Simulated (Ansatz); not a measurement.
# CF2 (SMILES F[C]F) at CCSDT(Q)/STO-6G (sfX2C, accuracy low, start density atoms)

Aim: the vertical singlet–triplet gap of CF2 at CCSDT(Q)/STO-6G (sfX2C, accuracy low, start density atoms), from 2 runs. 

The results are computed with Ansatz 0.2.0.

10 further runs of the same task are left out: 2 for a known fault of the program, 1 that didn't finish, 7 set aside as unsound or not needed. Runs told in other sessions of the task aren't counted.

**1. Starting point**

The species is CF2 (3 atoms), meant as a singlet with charge 0. SMILES: `F[C]F`. Geometry: relaxed at PBE0-D4/def2-TZVP.

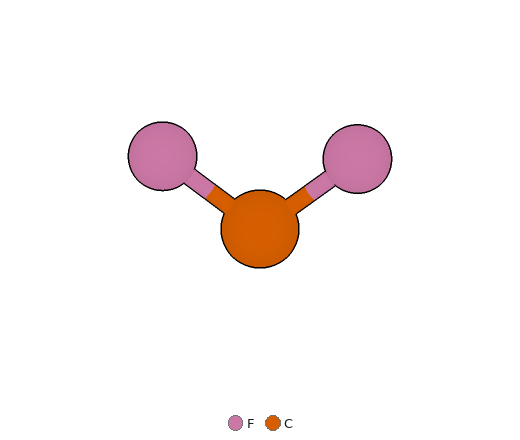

Viewed from a chosen angle; fluorine pink, carbon orange.

**2. The energy at CCSDT(Q)/STO-6G (sfX2C, accuracy low, start density atoms)**

Input file input.yaml:

```yaml
crystal:
  periodic: [false, false, false]
  atoms:
    - {symbol: F, position_ang: [0.316310, 0.971410, 0.281600]}
    - {symbol: C, position_ang: [0.382340, -0.318520, 0.175150]}
    - {symbol: F, position_ang: [-0.698640, -0.652890, -0.456750]}
basis:
  gaussian:
    orbitals: STO-6G.json
hamiltonian:
  pseudopotentials: {relativity: scalar}
correlation:
  method: ccsdt_q
  diis_vectors: 1
accuracy: low
```

The basis set STO-6G is read from a file made from the Basis Set Exchange's data (not shown).

On the command line:

```
ansatz run input.yaml --threads 1 --pin off --max-ram 3480MiB --events-out events.jsonl --progress --plain --runs-dir runs
```

Log, shortened:

```text
Warning: RAYON_NUM_THREADS=1 ignored (pool sized by the plan → 1); use --threads N
Functional definition: HF
  name "HF"
[...]
250 factors; integrals over basis functions are off by at most 2.8e-8 eV
[...]
mean field -6415.81765777 eV, -235.7769501256 hartree, gradient 8.1e-7 eV, S^2 0.000000; 0 other end points of the search recorded, 0 dependent functions left out; unrestricted orbitals would lower it
3 core orbitals not correlated: weight in the atoms' cores, before any rotation towards them, 1.000 or more for the frozen orbitals, at most 0.000 for the correlated occupied ones
reference -6415.81765777 eV, -235.7769501256 hartree; 9, 9 occupied and 3, 3 virtual orbitals, 250 factors
second order -2.41596659 eV of doubles, -0.00000000 eV of singles
cycle   1  -2.58795583 eV  change   -1.7e-1 eV  update   1.0e-1
[...]
cycle  27  -3.15589060 eV  change    7.2e-7 eV  update   8.3e-7
perturbative correction -0.00918229 eV, -0.0003374428 hartree
Total energy: -6418.98273066 eV, -235.8932644088 hartree
Relativity: scalar
```

Run time: 0.7 s. Hardware: 1 thread of Arm Neoverse V1, shared host.

**3. The triplet**

input.yaml, as its differences from that of step 2:

```diff
@@ -9,4 +9,2 @@
     orbitals: STO-6G.json
-hamiltonian:
-  pseudopotentials: {relativity: scalar}
 correlation:
@@ -14,2 +12,7 @@
   diis_vectors: 1
+magnetization:
+  spin_polarized: false
+  initial_magnetization: 2
+hamiltonian:
+  pseudopotentials: {relativity: scalar}
 accuracy: low
```

The basis set STO-6G is read from a file made from the Basis Set Exchange's data (not shown).

On the command line:

```
ansatz run input.yaml --threads 1 --pin off --max-ram 3480MiB --events-out events.jsonl --progress --plain --runs-dir runs
```

Log, shortened:

```text
Warning: RAYON_NUM_THREADS=1 ignored (pool sized by the plan → 1); use --threads N
[... 2 set-up lines as earlier in the session ...]
[...]
250 factors; integrals over basis functions are off by at most 2.8e-8 eV
[...]
mean field -6414.41527366 eV, -235.7254134603 hartree, gradient 2.6e-6 eV, S^2 2.000000; 0 other end points of the search recorded, 0 dependent functions left out
3 core orbitals not correlated: weight in the atoms' cores, before any rotation towards them, 1.000 or more for the frozen orbitals, at most 0.000 for the correlated occupied ones
reference -6414.41527366 eV, -235.7254134603 hartree; 10, 8 occupied and 2, 4 virtual orbitals, 250 factors
second order -1.64449998 eV of doubles, -0.01648292 eV of singles
cycle   1  -1.91649000 eV  change   -2.6e-1 eV  update   7.4e-2
[...]
cycle  31  -2.27792583 eV  change    1.5e-7 eV  update   5.7e-7
perturbative correction 0.00131019 eV, 0.0000481485 hartree
Total energy: -6416.69188931 eV, -235.8090775422 hartree
Relativity: scalar
```

It took 3.6 s on 1 thread of Arm Neoverse V1, shared host.

**4. What came out**

At CCSDT(Q)/STO-6G (sfX2C, accuracy low, start density atoms), 3 core orbitals frozen:

| quantity | value |
| --- | --- |
| singlet: total energy | -235.89326 Eh |
| singlet: correlation energy (3 core orbitals frozen) | -116.3 mEh |
| singlet: T1 diagnostic | 0.019 |
| triplet: total energy | -235.80908 Eh |
| triplet: correlation energy (3 core orbitals frozen) | -83.7 mEh |
| triplet: ⟨S²⟩ of the reference determinant | 2.000 |
| triplet: T1 diagnostic | 0.018 |
| vertical energy of the triplet above the singlet | 2.291 eV |

In words: At this shape the triplet lies 2.29 eV (53 kcal/mol) above the singlet. In a minimal basis such a difference can be off by several eV, whatever the method. The restricted solution (singlet) is unstable to spin breaking: an unrestricted one lies lower. The accuracy setting (singlet) is loose, so the last digits carry no meaning. The accuracy setting (triplet) is loose, so the last digits carry no meaning.
